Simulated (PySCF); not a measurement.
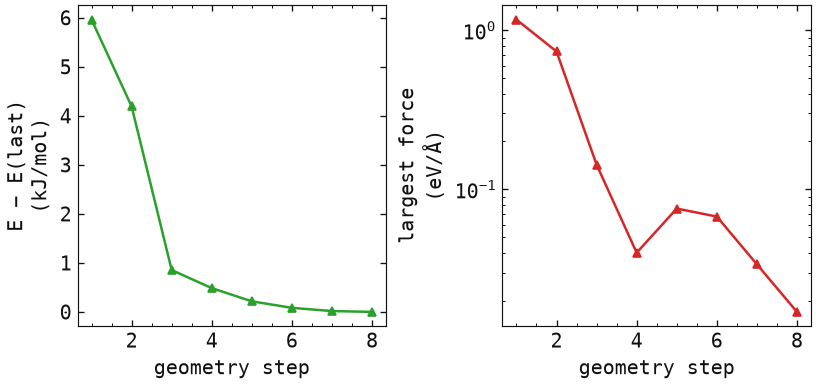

History of a geometry optimisation.

- system: Methylaminoethane (SMILES CCNC)
- method: PBE0-D3(BJ)/def2-SVP, geometry optimisation in PySCF 2.14.0, density fitting

Q: How did the optimisation end?

A: The optimisation met its thresholds at geometry 8, counting the start as the first. The energy fell by about 6 kJ/mol from the first step to the last. The largest force goes from about 1.2 eV/Å at the start to 0.017 eV/Å at the end.

Q: By which step was nine tenths of the energy gained?

A: By step 4 of 8.
